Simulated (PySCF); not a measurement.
# C$_{5}$H$_{9}$AlOS: what the fields show

The calculation's input:

```
{"job": {"kind": "uv", "xc": "CAM-B3LYP", "basis": "def2-SVPD", "nstates": 8, "ntriplets": 3}, "charge": 0, "multiplicity": 1}
C      2.671664    -0.942277     0.193029
O      1.696008    -0.162841    -0.432976
Al     0.561853     0.736464    -1.211401
C     -1.118979     1.367353    -0.286877
C     -1.412651     1.059826     1.179586
C     -1.282069    -0.426225     1.325087
C     -1.441222    -1.126547     0.211744
S     -1.731589    -0.162486    -1.230066
H      2.777737    -1.896211    -0.327838
H      3.631665    -0.420837     0.174448
H      2.389584    -1.133626     1.230671
H      0.715431     1.043247    -2.689623
H     -1.716255     2.202718    -0.659485
H     -2.428700     1.357401     1.477754
H     -0.706700     1.588082     1.825008
H     -1.147687    -0.875965     2.295794
H     -1.465087    -2.196045     0.108515
```

Launched as:

```sh
OMP_NUM_THREADS=1 python probes_run.py task.json out
```

Geometry: GFN2-xTB.

Computed with CAM-B3LYP/def2-SVPD, SCF density, gas phase in PySCF 2.14.0.

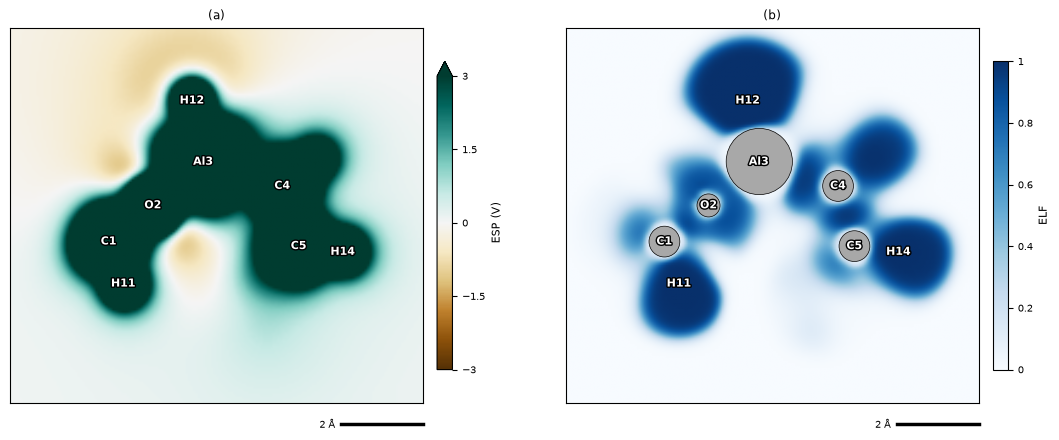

Figure 1. (a) molecular electrostatic potential; (b) electron localisation function on the plane of atoms Al3, C4 and C5. Grey discs cover the atomic cores in the ELF map.

What do the fields say about this system?

Atoms in the plane: C, O, Al and H.
C–O (1.40 Å): the ELF peaks at about 0.90 between the atoms: a polar covalent bond.
Al–O (1.64 Å): the ELF peaks at about 0.80 in the valence shell of O, 0.6 Å from its nucleus, and is about 0.30 at the midpoint.
C–Al (2.02 Å): the ELF peaks at about 0.95 between the atoms (a polar covalent bond).
C–H (1.09 Å): the ELF climbs to about 1 towards the hydrogen, as it does in any bond to H (an ordinary covalent bond to hydrogen).
The ELF also peaks beside O2, away from the bonds: lone-pair regions.
Outside the dense part of the molecule the potential is most negative (−1.1 V) near O2.

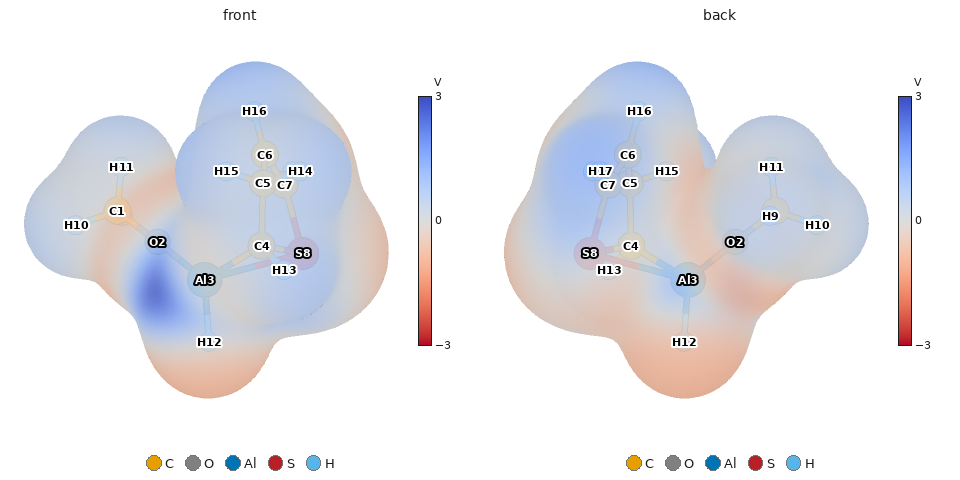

Figure 2. The electrostatic potential painted on the density surface at 0.002 e/bohr³, seen from the front and from behind; red is negative and blue positive.

Describe the electrostatic potential map.

The most negative region (about −0.9 V, or −21 kcal/mol for a unit charge) lies over H12, the most positive (about +2.2 V, or +51 kcal/mol for a unit charge) over Al3.

How polar is the molecule by this calculation?

Its dipole moment is 2.42 D.
